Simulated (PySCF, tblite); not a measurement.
**SiH₃S₃ radical, a cluster model of a defect: EPR parameters**

Wanted: the EPR parameters for `S[Si](S)S`. It is drawn as: threefold Si.

Programs: tblite 0.8.0 and PySCF 2.14.0. All values are calculated, for the isolated system unless a continuum is named. Atoms count from 0, parts from 1.

## 1. The system as given

7 atoms, charge 0, multiplicity 2; geometry: distance geometry start.

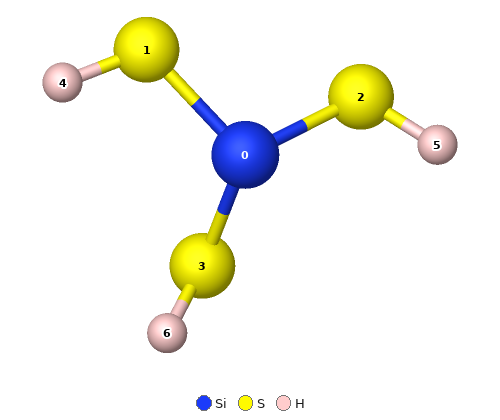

The starting geometry (silicon blue, sulfur yellow, hydrogen pink), atoms numbered.

## 2. Relaxing the cluster with GFN2-xTB

Job settings and geometry (Å):

```
{"job": {"kind": "relax", "xc": "GFN2-xTB", "basis": "xTB"}, "charge": 0, "multiplicity": 2}
Si    -0.159931    -0.128960     0.434266
S      1.371728    -1.640097     0.178864
S     -1.958984    -0.965938    -0.426027
S      0.297668     1.683731    -0.649006
H      2.652436    -1.140531     0.512688
H     -3.080736    -0.341436     0.145479
H      0.880279     2.618778     0.244749
```

Method: GFN2-xTB geometry optimisation, gas phase.

The run is started by

```
> OMP_NUM_THREADS=1 python cluster_run.py task.json out
```

The driver reads the jobs from task.json and runs them one after another.

The program printed:

```text
step      E/eV     max force
  0    -353.46282    1.570
  1    -353.60712    1.111
  2    -353.70479    0.737
  3    -353.72789    0.485
  4    -353.79711    0.545
  5    -353.83705    0.563
  6    -353.87548    0.652
  7    -353.91610    0.552
  8    -353.93172    0.290
  9    -353.93654    0.182
 10    -353.93886    0.191
 11    -353.94042    0.161
 12    -353.94336    0.181
 13    -353.94679    0.238
 14    -353.95036    0.218
 15    -353.95273    0.153
 16    -353.95394    0.105
 17    -353.95486    0.115
 18    -353.95656    0.196
 19    -353.95922    0.271
 20    -353.96254    0.259
 21    -353.96493    0.154
 22    -353.96606    0.105
 23    -353.96663    0.118
 24    -353.96745    0.139
 25    -353.96884    0.153
 26    -353.97062    0.134
 27    -353.97188    0.085
 28    -353.97247    0.074
 29    -353.97292    0.078
 30    -353.97371    0.101
 31    -353.97526    0.145
 32    -353.97778    0.191
 33    -353.98063    0.215
 34    -353.98359    0.116
 35    -353.98537    0.180
 36    -353.98647    0.121
 37    -353.98820    0.115
 38    -353.98992    0.083
 39    -353.99055    0.093
 40    -353.99087    0.133
 41    -353.99121    0.046
 42    -353.99135    0.030
 43    -353.99159    0.025
 44    -353.99176    0.036
 45    -353.99196    0.050
 46    -353.99213    0.054
 47    -353.99231    0.042
 48    -353.99243    0.023
 49    -353.99249    0.017
 50    -353.99252    0.019
 51    -353.99255    0.023
 52    -353.99261    0.025
 53    -353.99272    0.030
 54    -353.99290    0.042
 55    -353.99308    0.037
 56    -353.99318    0.017
 57    -353.99320    0.011
 58    -353.99321    0.013
 59    -353.99323    0.017
 60    -353.99328    0.031
 61    -353.99342    0.054
 62    -353.99372    0.084
 63    -353.99413    0.097
 64    -353.99451    0.065
 65    -353.99468    0.117
 66    -353.99470    0.056
 67    -353.99497    0.018
 68    -353.99503    0.031
 69    -353.99509    0.036
 70    -353.99515    0.018
 71    -353.99517    0.009
 72    -353.99517    0.006
```

It took 0.98 s on 1 thread of Arm Neoverse V2, shared host.

Step by step:

| step | energy from step 0 (eV) | largest force (eV/Å) |
| --- | --- | --- |
| 0 | 0.0000 | 1.5702 |
| 3 | -0.2651 | 0.4852 |
| 6 | -0.4127 | 0.6519 |
| 9 | -0.4737 | 0.1825 |
| 12 | -0.4805 | 0.1809 |
| 15 | -0.4899 | 0.1527 |
| 18 | -0.4937 | 0.1962 |
| 21 | -0.5021 | 0.1537 |
| 24 | -0.5046 | 0.1398 |
| 27 | -0.5091 | 0.0851 |
| 30 | -0.5109 | 0.1016 |
| 33 | -0.5178 | 0.2149 |
| 36 | -0.5236 | 0.1209 |
| 39 | -0.5277 | 0.0925 |
| 42 | -0.5285 | 0.0307 |
| 45 | -0.5291 | 0.0504 |
| 48 | -0.5296 | 0.0231 |
| 51 | -0.5297 | 0.0223 |
| 54 | -0.5301 | 0.0422 |
| 57 | -0.5304 | 0.0116 |
| 60 | -0.5305 | 0.0312 |
| 63 | -0.5313 | 0.0967 |
| 66 | -0.5319 | 0.0562 |
| 69 | -0.5323 | 0.0359 |
| 72 | -0.5323 | 0.0059 |

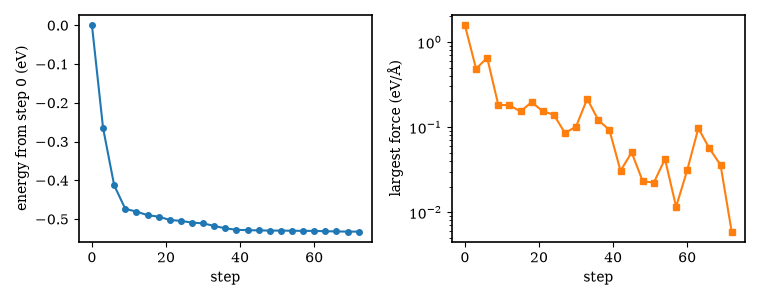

Energy and largest force along the relaxation.

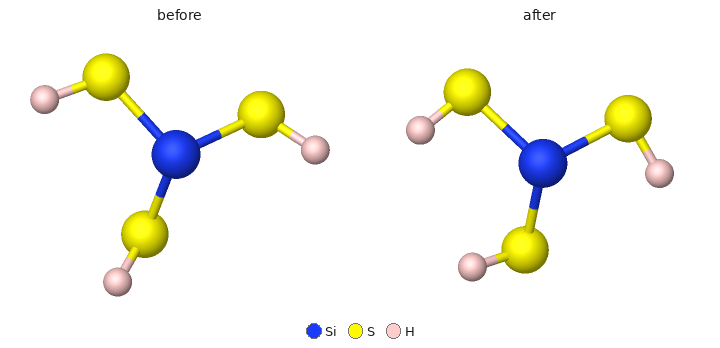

Before and after, at one scale.

Close pairs (by a distance rule), those that changed most:

| bond | before (Å) | after (Å) | change (Å) |
| --- | --- | --- | --- |
| S3–H6 | 1.419 | 1.325 | -0.094 |
| S1–H4 | 1.415 | 1.327 | -0.087 |
| S2–H5 | 1.405 | 1.326 | -0.080 |
| Si0–S3 | 2.161 | 2.185 | +0.024 |
| Si0–S2 | 2.163 | 2.155 | -0.007 |
| Si0–S1 | 2.167 | 2.170 | +0.003 |

## 3. Relaxing the molecule at PBE0-D3(BJ)/def2-SVP

Job settings and geometry (Å):

```
{"job": {"xc": "PBE0", "basis": "def2-SVP", "d3": "d3bj", "grid": 2, "kind": "geom", "shake": 0.01}, "charge": 0, "multiplicity": 2}
Si    -0.180452    -0.244303     0.501844
S      1.415730    -1.575847    -0.002207
S     -2.003314    -1.166699    -0.268903
S      0.010900     1.714627    -0.512331
H      2.384159    -0.776793     0.422609
H     -2.710375    -0.048649    -0.255904
H      1.113970     2.063661     0.092044
```

The program printed:

```text
step   0  E = -1484.92130321  max force = 0.026007
step   1  E = -1484.92558003  max force = 0.004681
step   2  E = -1484.92626593  max force = 0.001035
step   3  E = -1484.92658484  max force = 0.001484
step   4  E = -1484.92667475  max force = 0.000755
step   5  E = -1484.92672413  max force = 0.000447
step   6  E = -1484.92676491  max force = 0.000639
step   7  E = -1484.92678117  max force = 0.000455
step   8  E = -1484.92678903  max force = 0.000177
optimisation converged
```

It took 42 s on 1 thread of Arm Neoverse V2, shared host; peak memory 0.44 GiB.

Relaxation path:

| step | energy from step 0 (eV) | largest force component (eV/Å) |
| --- | --- | --- |
| 0 | 0.0000 | 1.3373 |
| 1 | -0.1164 | 0.2407 |
| 2 | -0.1350 | 0.0532 |
| 3 | -0.1437 | 0.0763 |
| 4 | -0.1462 | 0.0388 |
| 5 | -0.1475 | 0.0230 |
| 6 | -0.1486 | 0.0329 |
| 7 | -0.1491 | 0.0234 |
| 8 | -0.1493 | 0.0091 |

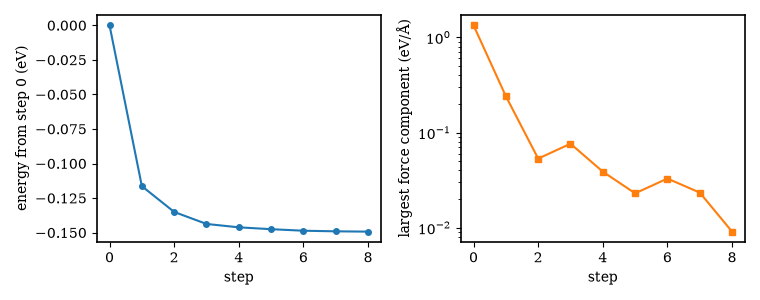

Energy and force, step by step.

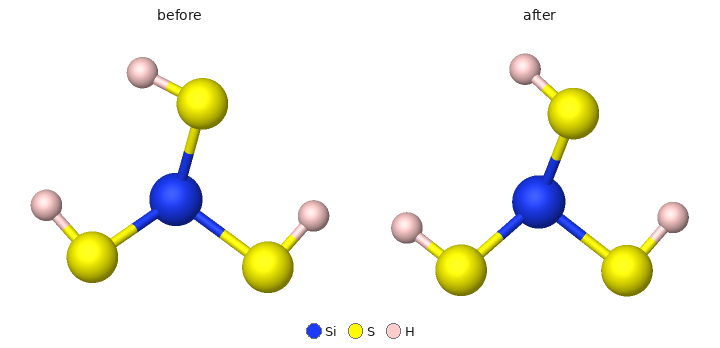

Before and after, at one scale.

Close pairs (by a distance rule), those that changed most:

| bond | before (Å) | after (Å) | change (Å) |
| --- | --- | --- | --- |
| Si0–S3 | 2.214 | 2.164 | -0.050 |
| S3–H6 | 1.305 | 1.352 | +0.047 |
| Si0–S2 | 2.184 | 2.141 | -0.042 |
| S2–H5 | 1.323 | 1.352 | +0.029 |
| S1–H4 | 1.325 | 1.352 | +0.026 |
| Si0–S1 | 2.139 | 2.153 | +0.014 |

The end geometry stands in the next job.

| at the end point | value |
| --- | --- |
| point group (found at 0.08 Å tolerance) | C1 |
| rotational constants (GHz, main isotopes) | 2.578, 2.099, 1.230 |
| dipole moment (D) | 2.34 |
| ⟨S²⟩ | 0.753 |

## 4. g tensor and hyperfine couplings: B3LYP/IGLO-III+pcH-1

Job settings and geometry (Å):

```
{"job": {"kind": "epr"}, "charge": 0, "multiplicity": 2}
Si    -0.055776    -0.161240     0.388392
S      1.388175    -1.672036    -0.130637
S     -1.892897    -1.130999    -0.130980
S     -0.020780     1.693155    -0.725869
H      2.386679    -1.100616     0.578840
H     -2.594930     0.024710    -0.135000
H      0.820163     2.313053     0.132428
```

With the program's defaults for keys left out, this is: UKS B3LYP, IGLO-III on S Si, pcH-1 on H, non-relativistic, mean-field spin-orbit, GIAO.

The program printed:

```text
UKS, coarse grid
  cycle   1  E = -1485.98645940  |g| = 2.96e-01
  cycle   2  E = -1485.94903350  |g| = 3.71e-01
  cycle   3  E = -1486.02656259  |g| = 7.14e-02
  cycle   4  E = -1486.02888337  |g| = 2.55e-02
  cycle   5  E = -1486.02923323  |g| = 5.97e-03
  cycle   6  E = -1486.02925325  |g| = 2.45e-03
  cycle   7  E = -1486.02925654  |g| = 4.49e-04
UKS, final grid
  cycle   1  E = -1486.02927244  |g| = 5.25e-04
  cycle   2  E = -1486.02927229  |g| = 7.50e-04
  cycle   3  E = -1486.02927261  |g| = 5.25e-05
  cycle   4  E = -1486.02927261  |g| = 3.16e-05
  cycle   5  E = -1486.02927261  |g| = 1.07e-05
E = -1486.02927261 Eh   <S^2> = 0.7531 (exact 0.7500)
g shifts (ppm)      1          2          3
  rmc          -199       -199       -199
  gc             26         59         43
  oz_so        -123       4311       5603
  total        -295       4171       5448
hyperfine (MHz)  atom isotope    a_iso     a_fc   dipolar eigenvalues
    0  29Si    -810.86    -811.53   -113.30     54.17     59.13
    1   33S       2.53       2.41    -14.81    -14.07     28.88
    2   33S       5.59       5.63    -13.87    -12.74     26.61
    3   33S       4.61       4.49    -16.53    -15.89     32.43
    4    1H      14.18      14.13     -5.01     -0.86      5.88
    5    1H      -3.36      -3.42     -3.41     -0.16      3.57
    6    1H      13.26      13.21     -5.59     -0.82      6.40
```

Run time: 27 s. Hardware: 1 thread of Arm Neoverse V2, shared host; peak memory 0.69 GiB.

Principal g values 2.00202, 2.00649, 2.00777; g(iso) = 2.00543, against 2.00232 for a free electron.

Hyperfine couplings, nucleus by nucleus at this fixed geometry (no averaging over rotations):

| nuclei | isotope | a(iso) (MHz) | a(iso) (G, at g = 2.0023) | largest dipolar term (MHz) |
| --- | --- | --- | --- | --- |
| Si0 | 29Si | -810.9 | -289.3 | -113.3 |
| H4 | 1H | 14.2 | 5.1 | 5.9 |
| H6 | 1H | 13.3 | 4.7 | 6.4 |
| S2 | 33S | 5.6 | 2.0 | 26.6 |
| S3 | 33S | 4.6 | 1.6 | 32.4 |
| H5 | 1H | -3.4 | -1.2 | 3.6 |
| S1 | 33S | 2.5 | 0.9 | 28.9 |

Mulliken spin populations:

| atom | value (e) |
| --- | --- |
| Si0 | 0.64 |
| S1 | 0.12 |
| S2 | 0.12 |
| S3 | 0.13 |
| H4 | 0.00 |
| H5 | 0.00 |
| H6 | 0.00 |

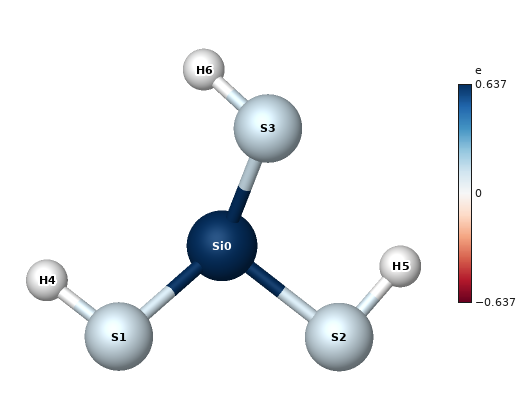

Mulliken spin populations, as colours on the atoms.

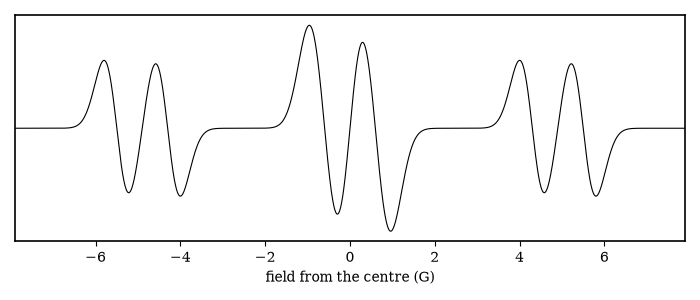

First-order isotropic spectrum (first derivative, main isotopes with spin only, couplings over 0.8 MHz, Gaussian width 0.3 G; couplings of the frozen geometry, rotation of groups not averaged beyond the rows shown).

## 5. g tensor and hyperfine couplings: BHandHLYP/IGLO-III+pcH-1

The job, as its differences from that of step 4:

```diff
@@ -1,2 +1,2 @@
-{"job": {"kind": "epr"}, "charge": 0, "multiplicity": 2}
+{"job": {"kind": "epr", "xc": "BHandHLYP"}, "charge": 0, "multiplicity": 2}
 Si    -0.055776    -0.161240     0.388392
```

With the program's defaults for keys left out, this is: UKS BHandHLYP, IGLO-III on S Si, pcH-1 on H, non-relativistic, mean-field spin-orbit, GIAO.

The program printed:

```text
UKS, coarse grid
  cycle   1  E = -1485.89072929  |g| = 2.78e-01
  cycle   2  E = -1485.90341235  |g| = 2.55e-01
  cycle   3  E = -1485.94004475  |g| = 4.10e-02
  cycle   4  E = -1485.94106706  |g| = 1.24e-02
  cycle   5  E = -1485.94121357  |g| = 6.37e-03
  cycle   6  E = -1485.94125060  |g| = 1.31e-03
  cycle   7  E = -1485.94125391  |g| = 5.59e-04
UKS, final grid
  cycle   1  E = -1485.94126612  |g| = 3.84e-04
  cycle   2  E = -1485.94126626  |g| = 2.88e-04
  cycle   3  E = -1485.94126632  |g| = 8.78e-05
  cycle   4  E = -1485.94126634  |g| = 3.68e-05
  cycle   5  E = -1485.94126635  |g| = 8.91e-06
E = -1485.94126635 Eh   <S^2> = 0.7560 (exact 0.7500)
g shifts (ppm)      1          2          3
  rmc          -200       -200       -200
  gc             25         59         44
  oz_so        -137       3635       4642
  total        -311       3495       4486
hyperfine (MHz)  atom isotope    a_iso     a_fc   dipolar eigenvalues
    0  29Si    -845.03    -845.71   -125.11     58.81     66.29
    1   33S       3.62       3.53    -14.85    -13.92     28.78
    2   33S       8.45       8.49    -13.41    -12.09     25.51
    3   33S       5.53       5.45    -16.52    -15.75     32.27
    4    1H      14.63      14.59     -5.01     -0.97      5.98
    5    1H      -4.02      -4.07     -3.42     -0.24      3.66
    6    1H      14.36      14.32     -5.57     -0.93      6.49
```

It took 36 s on 1 thread of Arm Neoverse V2, shared host; peak memory 0.69 GiB.

In short: g(iso) 2.00488.

## 6. Comparing the runs: EPR parameters

g, ⟨S²⟩ and isotropic hyperfine couplings (MHz), with basis size and wall time:

| run | g(iso) | ⟨S²⟩ | 29Si Si0 | 1H H4 | 1H H6 | 33S S2 | 33S S3 | functions | time |
| --- | --- | --- | --- | --- | --- | --- | --- | --- | --- |
| B3LYP/IGLO-III+pcH-1 | 2.00543 | 0.753 | -810.9 | 14.2 | 13.3 | 5.6 | 4.6 | 206 | 27 s |
| BHandHLYP/IGLO-III+pcH-1 | 2.00488 | 0.756 | -845.0 | 14.6 | 14.4 | 8.5 | 5.5 | 206 | 36 s |

## 7. What came out

```
                            quantity                    value
                         point group                       C1
rotational constants (main isotopes)     2.58, 2.10, 1.23 GHz
                      g(iso) (B3LYP)                  2.00543
                                ⟨S²⟩       0.753 (exact 0.75)
                      largest a(iso)  29Si on Si0, -810.9 MHz
```

What this shows: Over 8 steps the energy fell by 0.149 eV; of the close pairs, Si0–S3 changed most, 2.214 to 2.164 Å (PBE0/def2-SVP). No frequency check was run at this level, so the end point may be a saddle. Most of the unpaired spin sits on Si0 (0.64 e). The isotropic g lies 3.1 ppt above the free-electron value. The coupling of 29Si on Si0 runs from -845.0 (BHandHLYP/IGLO-III+pcH-1) to -810.9 MHz (B3LYP/IGLO-III+pcH-1).
